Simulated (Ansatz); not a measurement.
**AsH₂ (doublet): correlated methods under varied settings at distance As1–H3 = 1.818 Å**

Aim: run AsH₂ (doublet) at one geometry under a spread of methods and options, and see what each costs and gives.

Computed with Ansatz 0.2.0, Gaussian basis. Level: the settings change from run to run.

17 further runs of the same task are left out: 13 that didn't finish, 4 set aside as unsound or not needed. Runs told in other sessions of the task aren't counted.

## (1) What is computed

The geometry derives from a PBE0/def2-TZVP stationary point (not a proven minimum). One bond is set to the value named and the two fragments are kept rigid. No spin-orbit coupling is included. The filled d shell of As may be among the frozen orbitals whatever the setting's name suggests.

3 atoms, charge 0, spin multiplicity 2.

Atoms are counted from 1 here; the program's logs count them from 0.

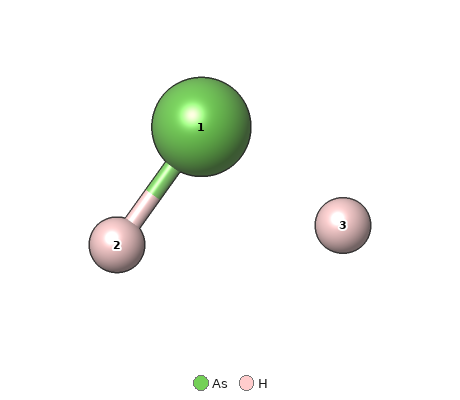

The geometry (arsenic green, hydrogen pink); atoms are numbered from 1 in the order of the file.

Geometry (Å):

```xyz
3
charge 0, multiplicity 2
As    0.0000   -0.0308   -0.0027
H     0.0000    1.0418   -1.0886
H     0.0000    1.2468    1.2907
```

## (2) NEVPT2(7,7)/6-31G

File in.yaml:

```yaml
crystal:
  periodic: [false, false, false]
  atoms:
    - {symbol: As, position_ang: [0.000000, -0.030789, -0.002719]}
    - {symbol: H, position_ang: [0.000000, 1.041816, -1.088614]}
    - {symbol: H, position_ang: [0.000000, 1.246780, 1.290704]}
basis:
  gaussian: {orbitals: 6-31G}
magnetization: {spin_polarized: false, initial_magnetization: 1}
correlation: {method: sc_nevpt2, electrons: outside_noble_gas, active_space: {window: {electrons: 7, orbitals: 7}}}
```

Launch:

```sh
ansatz run in.yaml --threads 1 --pin off --events-out ev --progress --plain --max-ram 2393MiB
```

Standard output:

```text
Functional definition: HF
  name "HF"
  cite "Fock, Z. Phys. 61, 126 (1930) doi:10.1007/BF01340294"
  parent pbe
  exchange = exact_x
  correlation = 0
316 factors; integrals over basis functions are off by at most 5.5e-4 eV
mean field evaluation 1: about -60816.0347 eV, gradient 5.9e0 eV
mean field evaluation 2: about -60816.0516 eV, gradient 6.0e0 eV
mean field evaluation 4: about -60816.2749 eV, gradient 6.9e-1 eV
mean field evaluation 8: about -60816.2761 eV, gradient 3.3e-4 eV
mean field -60816.27613629 eV, -2234.9569252560 hartree, gradient 2.2e-6 eV, S^2 0.750000; 0 other end points of the search recorded, 0 dependent functions left out
reference -60816.27613629 eV, -2234.9569252560 hartree; 18, 17 occupied and 15, 16 virtual orbitals, 316 factors
state -60817.72285764 eV, -2235.0100912853 hartree
state -60817.72285764 eV, -2235.0100912853 hartree; corrected -60818.20531972 eV, -2235.0278214394 hartree
Total energy: -60818.20531972 eV, -2235.0278214394 hartree
```

Run time: 2.7 s. Hardware: 1 thread of Arm Neoverse V2, shared host.

From the report: 625 determinants; active occupations 1.99, 1.96, 1.93, 1.00, 0.07, 0.04, 0.00.

## (3) MRCISD+Q(3,3)/cc-pVDZ

File in.yaml:

```yaml
crystal:
  periodic: [false, false, false]
  atoms:
    - {symbol: As, position_ang: [0.000000, -0.030789, -0.002719]}
    - {symbol: H, position_ang: [0.000000, 1.041816, -1.088614]}
    - {symbol: H, position_ang: [0.000000, 1.246780, 1.290704]}
basis:
  gaussian: {orbitals: cc-pVDZ}
magnetization: {spin_polarized: false, initial_magnetization: 1}
correlation: {method: fic_mrcisd_q, electrons: valence, active_space: {window: {electrons: 3, orbitals: 3}}}
scf: {lower_state_search: off}
```

Same command.

Standard output, cut to the lines that bear on the results:

```text
Functional definition: HF
  name "HF"
  cite "Fock, Z. Phys. 61, 126 (1930) doi:10.1007/BF01340294"
  parent pbe
[...]
417 factors; integrals over basis functions are off by at most 1.1e-3 eV
[...]
mean field -60825.20939777 eV, -2235.2852165604 hartree, gradient 1.9e-6 eV, S^2 0.750000; 0 other end points of the search recorded, 0 dependent functions left out
reference -60825.20939777 eV, -2235.2852165604 hartree; 18, 17 occupied and 19, 20 virtual orbitals, 417 factors
state -60825.86088573 eV, -2235.3091583012 hartree
contracted CI cycle   1: correlation 0.00000000 eV, 0.0000000000 hartree, residual 1.44e1 eV
contracted CI cycle   2: correlation -3.13956593 eV, -0.1153769199 hartree, residual 2.61e0 eV
contracted CI cycle   3: correlation -3.24310751 eV, -0.1191820026 hartree, residual 6.73e-1 eV
contracted CI cycle   4: correlation -3.25111585 eV, -0.1194763037 hartree, residual 1.92e-1 eV
contracted CI cycle   5: correlation -3.25182515 eV, -0.1195023702 hartree, residual 5.98e-2 eV
contracted CI cycle   6: correlation -3.25190380 eV, -0.1195052604 hartree, residual 2.44e-2 eV
contracted CI cycle   7: correlation -3.25191559 eV, -0.1195056938 hartree, residual 8.00e-3 eV
contracted CI cycle   8: correlation -3.25191698 eV, -0.1195057448 hartree, residual 2.71e-3 eV
contracted CI cycle   9: correlation -3.25191713 eV, -0.1195057504 hartree, residual 9.29e-4 eV
state -60825.86088573 eV, -2235.3091583012 hartree; corrected -60829.32774528 eV, -2235.4365630399 hartree
Total energy: -60829.32774528 eV, -2235.4365630399 hartree
Checks for a lower state left out: stability, starts, cluster_reference, orbital_swaps, neighbouring_geometries, increment
```

Run time: 0.78 s. Hardware: 1 thread of Arm Neoverse V2, shared host.

From the report: 5 determinants; active occupations 1.94, 1.00, 0.06.

## (4) BCCD(T) on ROHF/cc-pVDZ

in.yaml: that of step 3 with these lines changed.

```diff
@@ -9,3 +9,3 @@
 magnetization: {spin_polarized: false, initial_magnetization: 1}
-correlation: {method: fic_mrcisd_q, electrons: valence, active_space: {window: {electrons: 3, orbitals: 3}}}
-scf: {lower_state_search: off}
+correlation: {method: bccd_t, electrons: outside_noble_gas}
+accuracy: high
```

Same command.

Standard output, cut to the lines that bear on the results:

```text
Functional definition: HF
  name "HF"
  cite "Fock, Z. Phys. 61, 126 (1930) doi:10.1007/BF01340294"
  parent pbe
[...]
721 factors; integrals over basis functions are off by at most 4.7e-9 eV
[...]
mean field -60825.20944302 eV, -2235.2852182234 hartree, gradient 2.7e-8 eV, S^2 0.750000; 1 other end points of the search recorded, 0 dependent functions left out
[...]
determinant -60825.20944302 eV, -2235.2852182234 hartree, with singles and doubles -60828.76317436 eV, -2235.4158154412 hartree
determinant -60822.00850489 eV, -2235.1675859165 hartree, with singles and doubles -60825.69238575 eV, -2235.3029660413 hartree
14 core orbitals not correlated: weight in the atoms' cores, before any rotation towards them, 1.000 or more for the frozen orbitals, at most 0.000 for the correlated occupied ones
reference -60825.20944302 eV, -2235.2852182234 hartree; 4, 3 occupied and 19, 20 virtual orbitals, 721 factors
second order -2.76998831 eV of doubles, -0.06389271 eV of singles
cycle   1  -3.55394537 eV  change   -2.1e-4 eV  update   3.4e-3
[...]
cycle  20  -3.55292926 eV  change   2.0e-10 eV  update  7.2e-10
perturbative correction -0.08400587 eV, -0.0030871587 hartree
Total energy: -60828.84637815 eV, -2235.4188731241 hartree
```

Wall time 1.5 s (1 thread of Arm Neoverse V2, shared host).

From the report: correlation -3.6369 eV; largest double amplitude 0.10.

## (5) BCCD on UHF/def2-SVPD

File in.yaml:

```yaml
crystal:
  periodic: [false, false, false]
  atoms:
    - {symbol: As, position_ang: [0.000000, -0.030789, -0.002719]}
    - {symbol: H, position_ang: [0.000000, 1.041816, -1.088614]}
    - {symbol: H, position_ang: [0.000000, 1.246780, 1.290704]}
basis:
  gaussian: {orbitals: def2-SVPD}
magnetization: {spin_polarized: true, initial_magnetization: 1}
correlation: {method: bccd, electrons: valence}
```

The command is unchanged.

Standard output, cut to the lines that bear on the results:

```text
Functional definition: HF
  name "HF"
  cite "Fock, Z. Phys. 61, 126 (1930) doi:10.1007/BF01340294"
  parent pbe
[...]
520 factors; integrals over basis functions are off by at most 9.6e-4 eV
[...]
mean field -60818.58874247 eV, -2235.0419119656 hartree, gradient 8.5e-6 eV, S^2 0.775024; 1 other end points of the search recorded, 0 dependent functions left out
determinant -60818.58874247 eV, -2235.0419119656 hartree, with singles and doubles -60825.30976341 eV, -2235.2889049296 hartree
determinant -60815.64518306 eV, -2234.9337381525 hartree, with singles and doubles -60822.30743613 eV, -2235.1785714370 hartree
9 core orbitals not correlated: weight in the atoms' cores, before any rotation towards them, 1.000 or more for the frozen orbitals, at most 0.000 for the correlated occupied ones
reference -60818.58874247 eV, -2235.0419119656 hartree; 9, 8 occupied and 36, 37 virtual orbitals, 520 factors
second order -6.24338130 eV of doubles, -0.00000000 eV of singles
cycle   1  -6.69597823 eV  change   -9.8e-2 eV  update   1.7e-2
[...]
cycle   9  -6.70092691 eV  change    1.9e-6 eV  update   8.4e-6
Total energy: -60825.28966938 eV, -2235.2881664876 hartree
```

Run time: 2.4 s. Hardware: 1 thread of Arm Neoverse V2, shared host.

From the report: ⟨S²⟩ of the determinant 0.775 (pure doublet: 0.75); correlation -6.7009 eV; largest double amplitude 0.05.

## (6) CISD/cc-pVDZ

File in.yaml:

```yaml
crystal:
  periodic: [false, false, false]
  atoms:
    - {symbol: As, position_ang: [0.000000, -0.030789, -0.002719]}
    - {symbol: H, position_ang: [0.000000, 1.041816, -1.088614]}
    - {symbol: H, position_ang: [0.000000, 1.246780, 1.290704]}
basis:
  gaussian: {orbitals: cc-pVDZ}
magnetization: {spin_polarized: false, initial_magnetization: 1}
correlation: {active_space: {ras: {orbitals: [17, 1, 19], electrons: 35, max_holes: 2, max_particles: 2}, fixed_orbitals: true}}
```

Same command.

Standard output:

```text
Functional definition: HF
  name "HF"
  cite "Fock, Z. Phys. 61, 126 (1930) doi:10.1007/BF01340294"
  parent pbe
  exchange = exact_x
  correlation = 0
417 factors; integrals over basis functions are off by at most 1.1e-3 eV
mean field evaluation 1: about -60824.9489 eV, gradient 6.3e0 eV
mean field evaluation 2: about -60824.9506 eV, gradient 6.4e0 eV
mean field evaluation 4: about -60825.2081 eV, gradient 4.5e-1 eV
mean field evaluation 8: about -60825.2094 eV, gradient 1.4e-4 eV
mean field -60825.20939777 eV, -2235.2852165604 hartree, gradient 1.9e-6 eV, S^2 0.750000; 0 other end points of the search recorded, 0 dependent functions left out
reference -60825.20939777 eV, -2235.2852165604 hartree; 18, 17 occupied and 19, 20 virtual orbitals, 417 factors
state -60829.22345180 eV, -2235.4327303251 hartree
Total energy: -60829.22345180 eV, -2235.4327303251 hartree
```

Run time: 51 s. Hardware: 1 thread of Arm Neoverse V2, shared host; peak memory 0.26 GiB.

From the report: 139,665 determinants.

## (7) The runs in one table

Where basis and cores are those of an earlier FCI/cc-pVDZ run (-60828.8677 eV), and the records show the same count of frozen orbitals and kind of state, the miss against it is given; a blank cell means that this couldn't be shown.

| level | correlated | functions | energy (eV) | from FCI (meV) | time |
| --- | --- | --- | --- | --- | --- |
| NEVPT2(7,7)/6-31G | outside noble gas | 33 | -60818.2053 |  | 2.7 s |
| MRCISD+Q(3,3)/cc-pVDZ | valence | 37 | -60829.3277 |  | 0.78 s |
| BCCD(T) on ROHF/cc-pVDZ | outside noble gas | 37 | -60828.8464 | 21.3 | 1.5 s |
| BCCD on UHF/def2-SVPD | valence | 54 | -60825.2897 |  | 2.4 s |
| CISD/cc-pVDZ | all | 37 | -60829.2235 |  | 51 s |

## (8) What came out

| quantity | value |
| --- | --- |
| runs | 5 |
| quickest | MRCISD+Q(3,3)/cc-pVDZ, 0.78 s |
| slowest | CISD/cc-pVDZ, 51 s |

Total energies in different bases, with other cores or another treatment of relativity can't be set against each other. «valence» and «outside noble gas» are the program's key words; the logs give how many orbitals each freezes, and for Ga to Kr the 3d shell needn't follow the word's plain sense. CISD/cc-pVDZ took 65 times as long as MRCISD+Q(3,3)/cc-pVDZ; the jobs differ in more than the method.
